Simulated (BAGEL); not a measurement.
# Si2H2OF2 (SMILES F[Si]1(F)O[SiH2]1): a chain of runs

We compute the energy (HF/def2-SV(P)), then the energy (NEVPT2(2,2)/def2-SV(P)) of Si2H2OF2. 

The results are computed with BAGEL 1.2.2.

**1. Starting point**

The species is Si2H2OF2 (7 atoms), meant as a singlet with charge 0. SMILES: `F[Si]1(F)O[SiH2]1`. The Si5–H6 distance was set to 2.815 Å, away from the relaxed value. At this shape a bond of the SMILES string is far longer than usual.

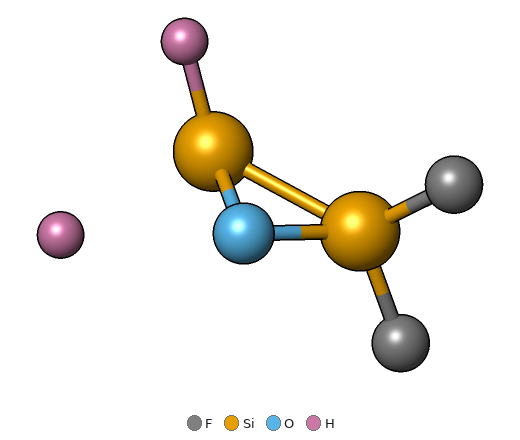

The structure, seen from a chosen angle (fluorine grey, silicon amber, oxygen blue, hydrogen pink).

**2. A single-point energy at HF/def2-SV(P) (density fitting with svp-jkfit) (run 1)**

The input, job.json:

```json
{ "bagel" : [

{
  "title" : "molecule",
  "basis" : "def2-sv_p_.json",
  "df_basis" : "svp-jkfit",
  "geometry" : [
    { "atom" : "F", "xyz" : [  0.62729270, -4.96863233,  1.58032883 ] },
    { "atom" : "Si", "xyz" : [ -0.10270850, -3.86106385, -1.09117700 ] },
    { "atom" : "F", "xyz" : [ -0.54131394, -6.24589822, -2.82821325 ] },
    { "atom" : "O", "xyz" : [  1.91098365, -1.77499518, -2.22917007 ] },
    { "atom" : "Si", "xyz" : [ -0.75031765,  0.07825923, -2.06041753 ] },
    { "atom" : "H", "xyz" : [ -0.38229160,  4.13623254,  1.36060281 ] },
    { "atom" : "H", "xyz" : [ -1.69140126,  0.97436736, -4.54106101 ] }
  ]
},
{ "title" : "hf" },
{ "title" : "print", "file" : "orbitals.molden", "orbitals" : true }

]}
```

The basis set def2-SV(P) is read from a file made from the Basis Set Exchange's data (not shown).

On the command line:

```bash
$ BAGEL_NUM_THREADS=1 BAGEL job.json > job.out
```

The program printed:

```text
* using 1 threads per process

  ===============================================================
  ===============================================================

  *** Geometry ***

  { "atom" : "F", "xyz" : [      0.627293,     -4.968632,      1.580329 ] },
  { "atom" : "Si", "xyz" : [     -0.102708,     -3.861064,     -1.091177 ] },
  { "atom" : "F", "xyz" : [     -0.541314,     -6.245898,     -2.828213 ] },
  { "atom" : "O", "xyz" : [      1.910984,     -1.774995,     -2.229170 ] },
  { "atom" : "Si", "xyz" : [     -0.750318,      0.078259,     -2.060418 ] },
  { "atom" : "H", "xyz" : [     -0.382292,      4.136233,      1.360603 ] },
  { "atom" : "H", "xyz" : [     -1.691401,      0.974367,     -4.541061 ] },

  Number of auxiliary basis functions:      523

  Since a DF basis is specified, we compute 2- and 3-index integrals:
    o Being stored without compression. Storage requirement is 0.028 GB

  Number of basis functions:       82
  Number of electrons      :       56

    * METHOD: MOLECULE                             0.21

  *** RHF ***

  === Nuclear Repulsion ===
   305.7279848716

      * DIIS with orbital gradients will be used.

  === RHF iteration (def2-sv_p_.json) ===
      0       -851.96410866          0.02581062           0.07
      1       -852.15125337          0.01974303           0.07
      2       -852.33087432          0.00166469           0.07
      3       -852.33292144          0.00097514           0.07
      4       -852.33353576          0.00014381           0.07
      5       -852.33357269          0.00004898           0.07
      6       -852.33357750          0.00002126           0.07
      7       -852.33357848          0.00000607           0.07
      8       -852.33357855          0.00000252           0.07
      9       -852.33357856          0.00000105           0.07
     10       -852.33357856          0.00000035           0.07
     11       -852.33357856          0.00000019           0.07
     12       -852.33357856          0.00000006           0.07
     13       -852.33357856          0.00000002           0.07
     14       -852.33357856          0.00000001           0.07
    * SCF iteration converged.

    * Permanent dipole moment:
           (    0.842293,     0.006470,     0.590339) a.u.

    * METHOD: HF                                   1.15

    * METHOD: PRINT                                0.01

  ===============================================================
```

Run time: 1.6 s. Hardware: 1 thread of Arm Neoverse V2, shared host; peak memory 0.14 GiB.

**3. A single-point energy at NEVPT2(2,2)/def2-SV(P) (density fitting with svp-jkfit) (run 2)**

The input, job.json:

```json
{ "bagel": [

{
  "title": "molecule",
  "basis": "def2-sv_p_.json",
  "df_basis": "svp-jkfit",
  "geometry": [
    { "atom": "F", "xyz": [  0.62729270, -4.96863233,  1.58032883 ] },
    { "atom": "Si", "xyz": [ -0.10270850, -3.86106385, -1.09117700 ] },
    { "atom": "F", "xyz": [ -0.54131394, -6.24589822, -2.82821325 ] },
    { "atom": "O", "xyz": [  1.91098365, -1.77499518, -2.22917007 ] },
    { "atom": "Si", "xyz": [ -0.75031765,  0.07825923, -2.06041753 ] },
    { "atom": "H", "xyz": [ -0.38229160,  4.13623254,  1.36060281 ] },
    { "atom": "H", "xyz": [ -1.69140126,  0.97436736, -4.54106101 ] }
  ]
},
{ "title": "hf" },
{ "title": "casscf", "nstate": 1, "nact": 2, "nclosed": 27, "active": [28, 29], "maxiter": 200, "natocc": "true" },
{ "title": "nevpt2", "nstate": 1, "nact": 2, "nclosed": 27, "active": [28, 29], "maxiter": 200, "natocc": "true", "ncore": 13 },
{ "title": "print", "file": "orbitals.molden", "orbitals": "true" }

]}
```

The basis set def2-SV(P) is read from a file made from the Basis Set Exchange's data (not shown).

On the command line:

```bash
$ BAGEL_NUM_THREADS=1 BAGEL job.json > job.out
```

The program printed:

```text
* using 1 threads per process

  ===============================================================
  ===============================================================

  *** Geometry ***

  { "atom" : "F", "xyz" : [      0.627293,     -4.968632,      1.580329 ] },
  { "atom" : "Si", "xyz" : [     -0.102708,     -3.861064,     -1.091177 ] },
  { "atom" : "F", "xyz" : [     -0.541314,     -6.245898,     -2.828213 ] },
  { "atom" : "O", "xyz" : [      1.910984,     -1.774995,     -2.229170 ] },
  { "atom" : "Si", "xyz" : [     -0.750318,      0.078259,     -2.060418 ] },
  { "atom" : "H", "xyz" : [     -0.382292,      4.136233,      1.360603 ] },
  { "atom" : "H", "xyz" : [     -1.691401,      0.974367,     -4.541061 ] },

  Number of auxiliary basis functions:      523

  Since a DF basis is specified, we compute 2- and 3-index integrals:
    o Being stored without compression. Storage requirement is 0.028 GB

  Number of basis functions:       82
  Number of electrons      :       56

    * METHOD: MOLECULE                             0.21

  *** RHF ***

  === Nuclear Repulsion ===
   305.7279848716

      * DIIS with orbital gradients will be used.

  === RHF iteration (def2-sv_p_.json) ===
      0       -851.96410866          0.02581062           0.07
      1       -852.15125337          0.01974303           0.07
      2       -852.33087432          0.00166469           0.07
      3       -852.33292144          0.00097514           0.07
      4       -852.33353576          0.00014381           0.07
      5       -852.33357269          0.00004898           0.07
      6       -852.33357750          0.00002126           0.07
      7       -852.33357848          0.00000607           0.07
      8       -852.33357855          0.00000252           0.07
      9       -852.33357856          0.00000105           0.07
     10       -852.33357856          0.00000035           0.07
     11       -852.33357856          0.00000019           0.07
     12       -852.33357856          0.00000006           0.07
     13       -852.33357856          0.00000002           0.07
     14       -852.33357856          0.00000001           0.07
    * SCF iteration converged.

    * Permanent dipole moment:
           (    0.842293,     0.006470,     0.590339) a.u.

    * METHOD: HF                                   1.15

  ---------------------------
      CASSCF calculation
  ---------------------------

    ==== Active orbitals : =====
         Orbital 28
         Orbital 29
    ============================

    * nstate   :      1
    * nclosed  :     27
    * nact     :      2
    * nvirt    :     53
  === CASSCF iteration (def2-sv_p_.json) ===

    * Using the second-order algorithm

      0  0      -852.37131525     3.75e-03      0.02

      1  0      -852.39373419     1.27e-03      0.36

      2  0      -852.39605866     3.42e-04      0.37

      3  0      -852.39614504     9.93e-05      0.38

      4  0      -852.39615038     2.66e-05      0.35

      5  0      -852.39615075     7.05e-06      0.36

      6  0      -852.39615078     1.86e-06      0.35

      7  0      -852.39615078     4.91e-07      0.37

      8  0      -852.39615078     1.30e-07      0.34

      9  0      -852.39615078     3.42e-08      0.33

     10  0      -852.39615078     9.03e-09      0.29

    * Second-order optimization converged. *

     guess   0:   closed 1.                   open ..

  === FCI iteration ===

      0  0      -852.32691829     7.58e-02      0.00
      1  0      -852.39526132     8.68e-03      0.00
      2  0 *    -852.39615078     8.38e-16      0.00

     * ci vector, state   0, <S^2> = 0.0000
       2.     0.9092924166
       .2    -0.4161577840

    * METHOD: CASSCF                               3.68

    * freezing 13 orbitals

  === DF-NEVPT2 calculation ===

    * 3-index integral transformation done
    * assembly done

      NEVPT2 correlation energy:   -0.7067952774      0.14

          (+0)     -0.6733216989
          (+0)'    -0.0040043926
          (+1)     -0.0123788738
          (+1)'    -0.0000000000
          (+2)     -0.0002240724
          (-1)     -0.0163951663
          (-1)'     0.0000000000
          (-2)     -0.0004710735

      NEVPT2 total energy:       -853.1029460573

    * METHOD: NEVPT2                               0.26

    * METHOD: PRINT                                0.01

  ===============================================================
```

It took 5.7 s on 1 thread of Arm Neoverse V2, shared host; peak memory 0.14 GiB.

**4. Summary of results**

```
                                   quantity          value
         run 1, HF/def2-SV(P): total energy  -852.33358 Eh
        run 1, HF/def2-SV(P): dipole moment         2.61 D
          run 1, HF/def2-SV(P): HOMO energy       -9.24 eV
          run 1, HF/def2-SV(P): LUMO energy       -0.72 eV
        run 1, HF/def2-SV(P): HOMO–LUMO gap        8.51 eV
run 2, NEVPT2(2,2)/def2-SV(P): total energy  -853.10295 Eh
```

What this shows: One bond (run 1, HF/def2-SV(P)) is far stretched, which a spin-restricted single reference describes badly; a broken-symmetry solution may lie lower.
